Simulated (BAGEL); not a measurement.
# HF (hydrogen fluoride): a chain of runs

Aim: a single-point energy (HF/def2-TZVP), then a single-point energy (NEVPT2(2,2)/def2-TZVP), then the energy (CASPT2(2,2)/def2-TZVP) of HF (hydrogen fluoride). 

The results are computed with BAGEL 1.2.2.

## Step 1: Starting point

HF: 2 atoms, total charge 0, spin state singlet. As SMILES, `F`. Geometry: relaxed at PBE0-D4/def2-TZVP.

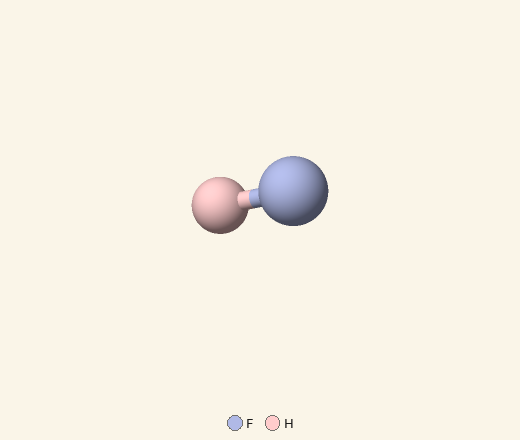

Viewed from a chosen angle; fluorine light blue, hydrogen pink.

## Step 2: The energy at HF/def2-TZVP (density fitting with svp-jkfit) (run 1)

File calc.json:

```json
{ "bagel": [

{
  "title": "molecule",
  "basis": "def2-tzvp.json",
  "df_basis": "svp-jkfit",
  "angstrom": true,
  "geometry": [
    { "atom": "F", "xyz": [      -0.390033,       0.144612,      -0.196417 ] },
    { "atom": "H", "xyz": [       0.390000,      -0.144600,       0.196400 ] }
  ]
},

{
  "title": "hf"
},

{
  "title": "print",
  "file": "orbitals.molden",
  "orbitals": true
}

]}
```

The basis set def2-TZVP is read from a file made from the Basis Set Exchange's data (not shown).

Launch:

```
$ BAGEL_NUM_THREADS=1 BAGEL calc.json > calc.out
```

What it wrote:

```text
* using 1 threads per process

  ===============================================================
  ===============================================================

  *** Geometry ***

  { "atom" : "F", "xyz" : [     -0.737056,      0.273277,     -0.371174 ] },
  { "atom" : "H", "xyz" : [      0.736993,     -0.273254,      0.371142 ] },

  Number of auxiliary basis functions:       95

  Since a DF basis is specified, we compute 2- and 3-index integrals:
    o Being stored without compression. Storage requirement is 0.001 GB

  Number of basis functions:       37
  Number of electrons      :       10

    * METHOD: MOLECULE                             0.01

  *** RHF ***

  === Nuclear Repulsion ===
     5.1767327951

      * DIIS with orbital gradients will be used.

  === RHF iteration (def2-tzvp.json) ===
      0        -99.94354957          0.05155643           0.00
      1       -100.01720093          0.03099387           0.00
      2       -100.06287085          0.00225902           0.00
      3       -100.06316726          0.00036316           0.00
      4       -100.06317980          0.00008177           0.00
      5       -100.06318058          0.00001467           0.00
      6       -100.06318060          0.00000179           0.00
      7       -100.06318060          0.00000013           0.00
      8       -100.06318060          0.00000004           0.00
      9       -100.06318060          0.00000001           0.00
     10       -100.06318060          0.00000000           0.00
    * SCF iteration converged.

    * Permanent dipole moment:
           (   -0.674585,     0.250115,    -0.339714) a.u.

    * METHOD: HF                                   0.04

    * METHOD: PRINT                                0.00

  ===============================================================
```

Run time: 0.18 s. Hardware: 1 thread of Arm Neoverse V1, shared host.

## Step 3: A single-point energy at NEVPT2(2,2)/def2-TZVP (density fitting with svp-jkfit) (run 2)

Changes to calc.json since step 2:

```diff
@@ -18,2 +18,13 @@
 {
+  "title": "nevpt2",
+  "nstate": 1,
+  "nact": 2,
+  "nclosed": 4,
+  "active": [3, 6],
+  "maxiter": 200,
+  "natocc": true,
+  "ncore": 1
+},
+
+{
   "title": "print",
```

The basis set def2-TZVP is read from a file made from the Basis Set Exchange's data (not shown).

Launch:

```
$ BAGEL_NUM_THREADS=1 BAGEL calc.json > calc.out
```

What it wrote:

```text
* using 1 threads per process

  ===============================================================
  ===============================================================

  *** Geometry ***

  { "atom" : "F", "xyz" : [     -0.737056,      0.273277,     -0.371174 ] },
  { "atom" : "H", "xyz" : [      0.736993,     -0.273254,      0.371142 ] },

  Number of auxiliary basis functions:       95

  Since a DF basis is specified, we compute 2- and 3-index integrals:
    o Being stored without compression. Storage requirement is 0.001 GB

  Number of basis functions:       37
  Number of electrons      :       10

    * METHOD: MOLECULE                             0.02

  *** RHF ***

  === Nuclear Repulsion ===
     5.1767327951

      * DIIS with orbital gradients will be used.

[... 6 lines left out ...]
    * SCF iteration converged.
[... 1 line left out ...]
    * Permanent dipole moment:
[... 28 lines left out ...]
    * Second-order optimization converged. *

     guess   0:   closed 1.                   open ..

  === FCI iteration ===

      0  0      -100.06277185     1.19e-01      0.00
      1  0      -100.08680664     4.93e-03      0.00
      2  0 *    -100.08687726     8.98e-16      0.00

     * ci vector, state   0, <S^2> = 0.0000
       2.     0.9949028003
       .2    -0.1008385741

  === DF-NEVPT2 calculation ===

    * 3-index integral transformation done
    * assembly done

      NEVPT2 correlation energy:   -0.2439915047      0.01

          (+0)     -0.1369034806
          (+0)'    -0.0448952466
          (+1)     -0.0061554066
          (+1)'    -0.0000000000
          (+2)     -0.0005404159
          (-1)     -0.0468953464
          (-1)'     0.0000000000
          (-2)     -0.0086016087

      NEVPT2 total energy:       -100.3308687693

    * METHOD: NEVPT2                               0.15

    * METHOD: PRINT                                0.00

  ===============================================================
```

Wall time 0.32 s (1 thread of Arm Neoverse V1, shared host).

## Step 4: The energy at CASPT2(2,2)/def2-TZVP (density fitting with svp-jkfit) (run 3)

File caspt2.json:

```json
{ "bagel": [

{
  "title": "molecule",
  "basis": "def2-tzvp.json",
  "df_basis": "svp-jkfit",
  "angstrom": true,
  "geometry": [
    { "atom": "F", "xyz": [   -0.390033,    0.144612,   -0.196417 ] },
    { "atom": "H", "xyz": [    0.390000,   -0.144600,    0.196400 ] }
  ]
},
{
  "title": "hf"
},
{
  "title": "casscf",
  "nstate": 1,
  "nact": 2,
  "nclosed": 4,
  "active": [3, 6],
  "maxiter": 200,
  "natocc": true
},
{
  "title": "print",
  "file": "orbitals.molden",
  "orbitals": true
},
{
  "title": "smith",
  "method": "caspt2",
  "ms": true,
  "xms": true,
  "sssr": true,
  "shift": 0.2,
  "shift_imag": true,
  "ncore": 1
}

]}
```

The basis set def2-TZVP is read from a file made from the Basis Set Exchange's data (not shown).

Launch:

```
$ BAGEL_NUM_THREADS=1 BAGEL caspt2.json > caspt2.out
```

What it wrote:

```text
* using 1 threads per process

  ===============================================================
  ===============================================================

  *** Geometry ***

  { "atom" : "F", "xyz" : [     -0.737056,      0.273277,     -0.371174 ] },
  { "atom" : "H", "xyz" : [      0.736993,     -0.273254,      0.371142 ] },

  Number of auxiliary basis functions:       95

  Since a DF basis is specified, we compute 2- and 3-index integrals:
    o Being stored without compression. Storage requirement is 0.001 GB

  Number of basis functions:       37
  Number of electrons      :       10

    * METHOD: MOLECULE                             0.02

  *** RHF ***

  === Nuclear Repulsion ===
     5.1767327951

      * DIIS with orbital gradients will be used.

[... 6 lines left out ...]
    * SCF iteration converged.
[... 1 line left out ...]
    * Permanent dipole moment:
[... 27 lines left out ...]
    * Second-order optimization converged. *
[... 9 lines left out ...]
     * ci vector, state   0, <S^2> = 0.0000
[... 16 lines left out ...]
    * Zeroth order energy : state  0       -1.7536599042
[... 4 lines left out ...]
       #      aibj      arbs      arbi      airj      risj      airs      arst      rist         Etot      error   time
[... 10 lines left out ...]
      ------------------------------------------------------------------------------------------------------------------

    * CASPT2 energy : state  0     -100.3293567632
        w/o shift correction       -100.3289809548
        reference weight              0.9595669185

    * METHOD: SMITH                                0.09

  ===============================================================
```

It took 0.4 s on 1 thread of Arm Neoverse V1, shared host.

## Step 5: Summary of results

| quantity | value |
| --- | --- |
| run 1, HF/def2-TZVP: total energy | -100.06318 Eh |
| run 1, HF/def2-TZVP: dipole moment | 2.02 D |
| run 1, HF/def2-TZVP: HOMO energy | -17.61 eV |
| run 1, HF/def2-TZVP: LUMO energy | 3.50 eV |
| run 1, HF/def2-TZVP: HOMO–LUMO gap | 21.11 eV |
| run 2, NEVPT2(2,2)/def2-TZVP: total energy | -100.33087 Eh |
| run 3, CASPT2(2,2)/def2-TZVP: total energy | -100.32936 Eh |
